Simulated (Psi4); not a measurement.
# CH2F2 (difluoromethane) at M06-2X/def2-TZVPP (sweep point 4)

What is the vertical singlet–triplet gap of CH2F2 (difluoromethane) at M06-2X/def2-TZVPP (sweep point 4)? Input form: a Python script.

The calculation is run with Psi4 1.11.

**1. The structure to begin with**

CH2F2 has 5 atoms, charge 0, and is taken as a singlet. SMILES: `FCF`. The coordinates come from a PBE0-D4/def2-TZVP relaxation.

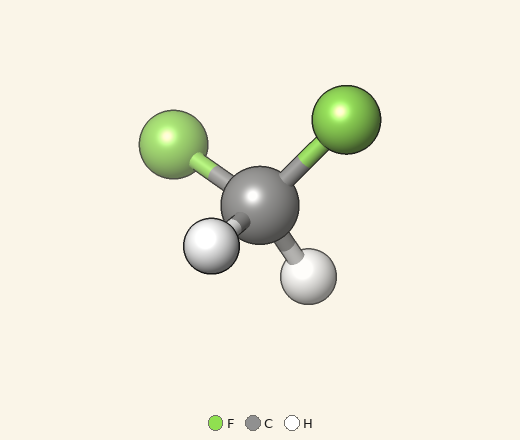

Viewed from a chosen angle; fluorine green, carbon grey, hydrogen white.

**2. A single-point energy at M06-2X/def2-TZVPP (sweep point 4)**

File run.py:

```python
import psi4

psi4.set_memory('1600 MB')
psi4.set_num_threads(1)
psi4.core.set_output_file('ch2f2.out', False)

m = psi4.geometry("""
F     -1.073300     0.191200     0.698300
C      0.010100    -0.016900    -0.082300
F      1.090500    -0.179200     0.713200
H     -0.142700    -0.932900    -0.659500
H      0.165300     0.864200    -0.711100
symmetry c1
""")

options = {'basis': 'def2-TZVPP', 'puream': True, 'scf_type': 'pk', 'dft_radial_points': 99, 'dft_spherical_points': 590}
psi4.set_options(options)

e_tot = psi4.energy("M06-2X")
print(f'M06-2X energy: {e_tot:.10f} Eh')
```

Launch:

```
python run.py
```

ch2f2.out:

```text
[...]
  Running in c1 symmetry.
[...]
  Nuclear repulsion =   77.468210530799951
[...]
  Multiplicity = 1
[...]
  Nalpha       = 13
  Nbeta        = 13
[...]
    Number of basis functions: 121
[...]
   @RKS iter   1:  -238.97006945034383   -3.98462e-01   2.66567e-03 DIIS/ADIIS
[...]
   @RKS iter   7:  -239.00461852691319   -3.99050e-08   3.73890e-07 DIIS
[...]
    Orbital Energies [Eh]
    ---------------------
    Doubly Occupied:
       1A    -25.257856     2A    -25.257846     3A    -10.703436
       4A     -1.406534     5A     -1.347592     6A     -0.815134
       7A     -0.649846     8A     -0.645502     9A     -0.639401
      10A     -0.534798    11A     -0.507715    12A     -0.507336
      13A     -0.429789
[...]
  @RKS Final Energy:  -239.00461852691319
   => Energetics <=
    Nuclear Repulsion Energy =             77.4682105307999507
    One-Electron Energy =                -484.8237519758665712
    Two-Electron Energy =                 181.3280399247919945
    DFT Exchange-Correlation Energy =     -12.9771170066386077
    Empirical Dispersion Energy =           0.0000000000000000
    VV10 Nonlocal Energy =                  0.0000000000000000
    Total Energy =                       -239.0046185269131911
[...]
 Multipole Moments:
 ------------------------------------------------------------------------------------
     Multipole            Electronic (a.u.)      Nuclear  (a.u.)        Total (a.u.)
 ------------------------------------------------------------------------------------
 L = 1.  Multiply by 2.5417464519 to convert [e a0] to [Debye]
 Dipole X            :         -0.0036258            0.0050676            0.0014418
 Dipole Y            :          0.0534674           -0.0757344           -0.0222670
 Dipole Z            :          1.8453906           -2.6109082           -0.7655176
 Magnitude           :                                                    0.7658427
[...]
```

Standard output:

```text
M06-2X energy: -239.0046185269 Eh
```

Run time: 60 s. Hardware: 1 thread of Intel Xeon at 2.70GHz, shared host; peak memory 0.76 GiB.

**3. The triplet**

File ch2f2.py:

```python
import psi4

psi4.set_memory(1600000000)
psi4.set_num_threads(1)
psi4.core.set_output_file('output.dat', False)

molecule = psi4.geometry("""
0 3
F     -1.073300     0.191200     0.698300
C      0.010100    -0.016900    -0.082300
F      1.090500    -0.179200     0.713200
H     -0.142700    -0.932900    -0.659500
H      0.165300     0.864200    -0.711100
units angstrom
symmetry c1
""")

psi4.set_options({
    'basis': 'def2-TZVPP',
    'reference': 'uks',
    'puream': True,
    'scf_type': 'pk',
    'dft_radial_points': 99,
    'dft_spherical_points': 590,
    'maxiter': 150,
})

result, w = psi4.energy('M06-2X', return_wfn=True)
print('E =', round(result, 9))
for k, v in sorted(psi4.core.scalar_variables().items()):
    print(f'{k:45s} {v:18.10f}')
```

Launch:

```
python ch2f2.py
```

output.dat:

```text
[...]
  Running in c1 symmetry.
[...]
  Nuclear repulsion =   77.468210530799951
[...]
  Multiplicity = 3
[...]
  Nalpha       = 14
  Nbeta        = 12
[...]
    Number of basis functions: 121
[...]
   @UKS iter   1:  -238.58175940083777   -1.01522e-02   2.43928e-03 DIIS/ADIIS
[...]
   @UKS iter  10:  -238.62515433520588   -1.00384e-08   2.49559e-07 DIIS
[...]
   @S^2 Observed:                2.006249451E+00
[...]
    Orbital Energies [Eh]
    ---------------------
    Alpha Occupied:
       1A    -25.322643     2A    -25.322629     3A    -10.734845
       4A     -1.469418     5A     -1.412396     6A     -0.875388
       7A     -0.718157     8A     -0.702079     9A     -0.698183
      10A     -0.608931    11A     -0.578112    12A     -0.562303
      13A     -0.506301    14A     -0.060646
    Alpha Virtual:
      15A      0.073567    16A      0.120019    17A      0.124194
      18A      0.245706    19A      0.248050    20A      0.275918
      21A      0.289630    22A      0.425044    23A      0.431487
      24A      0.498890    25A      0.504110    26A      0.537504
[...]
  @UKS Final Energy:  -238.62515433520588
   => Energetics <=
    Nuclear Repulsion Energy =             77.4682105307999507
    One-Electron Energy =                -483.3810365476996935
    Two-Electron Energy =                 180.2049492995062110
    DFT Exchange-Correlation Energy =     -12.9172776178123083
    Empirical Dispersion Energy =           0.0000000000000000
    VV10 Nonlocal Energy =                  0.0000000000000000
    Total Energy =                       -238.6251543352058775
[...]
 Multipole Moments:
 ------------------------------------------------------------------------------------
     Multipole            Electronic (a.u.)      Nuclear  (a.u.)        Total (a.u.)
 ------------------------------------------------------------------------------------
 L = 1.  Multiply by 2.5417464519 to convert [e a0] to [Debye]
 Dipole X            :         -0.0050106            0.0050676            0.0000570
 Dipole Y            :          0.0677255           -0.0757344           -0.0080089
 Dipole Z            :          2.3278995           -2.6109082           -0.2830086
 Magnitude           :                                                    0.2831219
[...]
```

Standard output:

```text
E = -238.625154335
CURRENT ENERGY                                   -238.6251543352
CURRENT REFERENCE ENERGY                         -238.6251543352
DD SOLVATION ENERGY                                 0.0000000000
DFT FUNCTIONAL TOTAL ENERGY                      -238.6251543352
DFT TOTAL ENERGY                                 -238.6251543352
DFT VV10 ENERGY                                     0.0000000000
DFT XC ENERGY                                     -12.9172776178
GRID ELECTRONS ALPHA                               13.9999996713
GRID ELECTRONS BETA                                11.9999998537
GRID ELECTRONS TOTAL                               25.9999995250
NUCLEAR REPULSION ENERGY                           77.4682105308
ONE-ELECTRON ENERGY                              -483.3810365477
PCM POLARIZATION ENERGY                             0.0000000000
PE ENERGY                                           0.0000000000
SCF ITERATION ENERGY                             -238.6251543352
SCF ITERATIONS                                     10.0000000000
SCF TOTAL ENERGY                                 -238.6251543352
TWO-ELECTRON ENERGY                               180.2049492995
XC GRID RADIAL POINTS                              99.0000000000
XC GRID SPHERICAL POINTS                          590.0000000000
XC GRID TOTAL POINTS                           281889.0000000000
```

Run time: 99 s. Hardware: 1 thread of Intel Xeon at 2.70GHz, shared host; peak memory 0.76 GiB.

**4. Outcome**

At M06-2X/def2-TZVPP (sweep point 4):

| quantity | value |
| --- | --- |
| singlet: total energy | -239.00462 Eh |
| singlet: dipole moment | 1.95 D |
| singlet: HOMO energy | -11.70 eV |
| singlet: LUMO energy | 2.40 eV |
| singlet: HOMO–LUMO gap | 14.09 eV |
| triplet: total energy | -238.62515 Eh |
| triplet: dipole moment | 0.72 D |
| triplet: HOMO energy (highest over α and β) | -1.65 eV |
| triplet: ⟨S²⟩ | 2.006 |
| vertical energy of the triplet above the singlet | 10.326 eV |

In words: At this shape the triplet lies 10.33 eV (996 kJ/mol) above the singlet.
